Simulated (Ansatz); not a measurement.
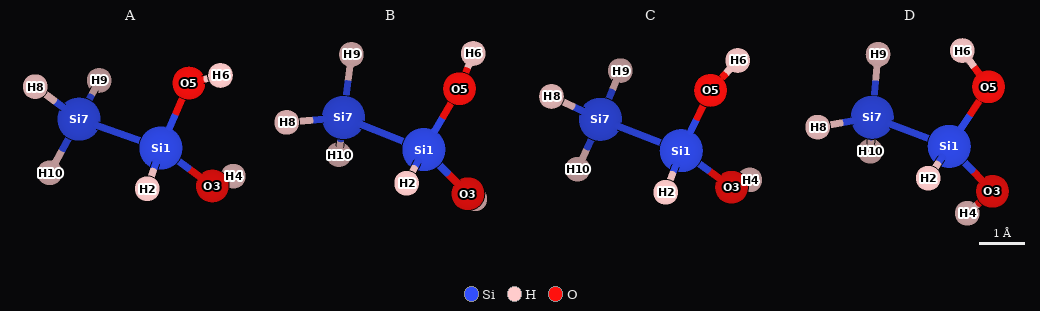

4 geometries from one relaxation of Si$_{2}$H$_{6}$O$_{2}$, in shuffled order. The picture is a ball-and-stick view, seen at a tilt.

The run prepares the start of a later molecular dynamics calculation, from a guessed geometry.

These are results of RHF/6-31G in Ansatz, not measurements. Set-up: no spin polarisation; force threshold 0.02 eV/Å; at most 40 steps.

Q: Put them in the order of the run, from the start to the converged end.

A: D, B, C, A. They are steps 0, 5, 11, 24, at +1.221 eV, +0.173 eV, +0.105 eV relative to the last. The energy falls by 1.221 eV in 22 accepted moves (24 points after the start). The largest force component goes from 3.6 to 0.007 eV/Å. The line search rejected the trial steps at points 12, 13 of the run. H4 moves most after the best rigid fit: 1.34 Å. Largest moves by element: H 1.34 Å, O 0.46 Å, Si 0.33 Å. Among the contacts that change: Si1–Si7 2.218 → 2.355 Å, O3–H4 1.010 → 0.945 Å, O5–H6 1.010 → 0.946 Å, Si7–H10 1.460 → 1.493 Å. Among the angles between lasting bonds that change: Si1–O3–H4 109.5° → 131.6°, Si1–O5–H6 109.5° → 131.0°, H2–Si1–O3 109.4° → 103.3°. Groups turn about Si1–O5 by about 150°, Si1–O3 by about 90°, Si1–Si7 by about 50°.

Limits of the set-up: the basis has no polarisation functions, which atoms past neon need; Hartree-Fock leaves out electron correlation.
